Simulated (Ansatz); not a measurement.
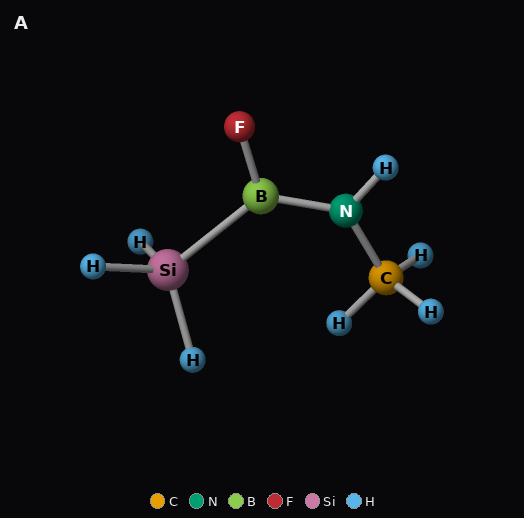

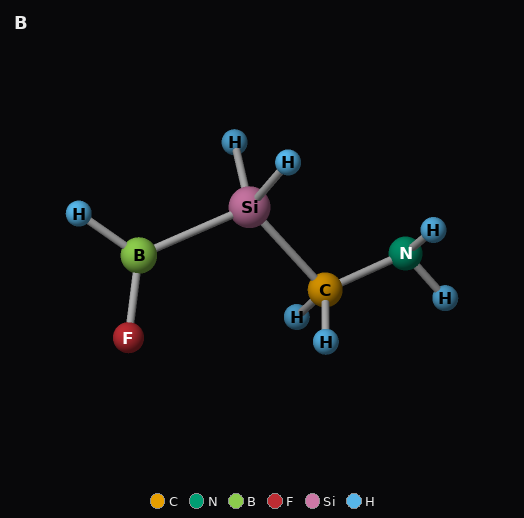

2 stationary structures of one formula. Geometries: PBE-D4/def2-SVP. Electronic energies: PBE-D4/def2-SVP (Ansatz 0.2.0), without zero-point energy. No frequency run is at hand to confirm each as a minimum. Each is one conformer, not always the lowest.

How are they related?

They are constitutional isomers of CH7BFNSi: A `CNB(F)[SiH3]`, B `NC[SiH2]BF`.

Which structure is the most stable?

A is lowest; B lies 1.919 eV above it.
